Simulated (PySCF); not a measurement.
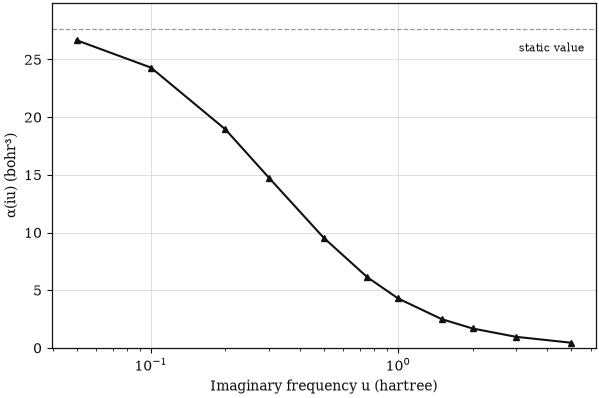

Dipole polarisability at imaginary frequency of an atom or ion with 51 electrons in the configuration [Kr] 4d¹⁰ 5s 5p³ 5d. Coupled response at the HF level; PySCF, aug-cc-pVQZ-PP plus 1 diffuse shell for each l with a 28-electron core potential, unrestricted single determinants, no spin-orbit coupling.

Q: Which species is it, and what does the curve give?

A: I²⁺. The static dipole polarisability is 27.7 bohr³; α(iu) falls to half of it near u = 0.33 hartree. The Casimir–Polder integral gives C₆ = 196 hartree bohr⁶ for two such species.
